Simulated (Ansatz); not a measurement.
ClF₂HHfS···HCl

```yaml
atoms:
  - { symbol: Hf, position_ang: [0.3212, -0.4965, -0.4244] }
  - { symbol: Cl, position_ang: [-1.1293, -0.4883, 2.9989] }
  - { symbol: F, position_ang: [1.2573, -0.4588, -2.0781] }
  - { symbol: F, position_ang: [0.4110, 1.2898, 0.2225] }
  - { symbol: Cl, position_ang: [-1.8137, -1.3578, -0.9290] }
  - { symbol: S, position_ang: [1.6535, -2.0403, 1.0780] }
  - { symbol: H, position_ang: [0.9389, -3.1287, 0.6669] }
  - { symbol: H, position_ang: [-0.0239, -1.2393, 2.8955] }
```

Core potentials replace the inner electrons of Hf; not at a stationary point (largest force 1.0 eV/Å).

Method: Ansatz 0.2.0, RKS B3LYP/def2-SVP.

What can the converged electron density and electron localisation function tell about the bonding?

Hf1···Cl2 (3.72 Å): the density falls to about 0.03 e/Å³ on the way; the ELF dips to about 0 between them.
Hf–F (1.90 Å): the density is about 0.89 e/Å³ at the midpoint; the ELF peaks at about 0.85 in the valence shell of F, 0.5 Å from its nucleus, and drops to about 0.20 between the two atoms.
Hf–Cl (2.36 Å): ρ at the midpoint is about 0.56 e/Å³; the ELF peaks at about 0.85 in the valence shell of Cl, 0.8 Å from its nucleus, and is about 0.35 at the midpoint.

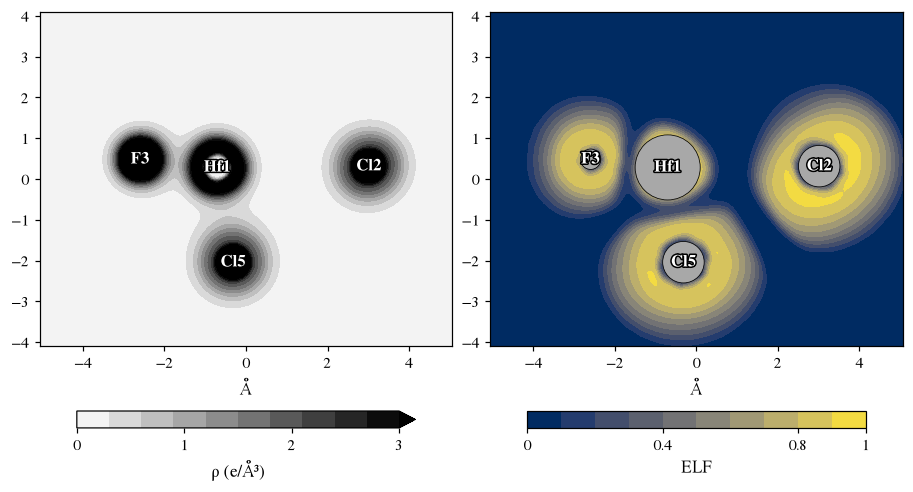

Computed electron density and electron localisation function on the plane of atoms F3, Hf1 and Cl5, in this order. Grey discs cover the atomic cores in the ELF map. 
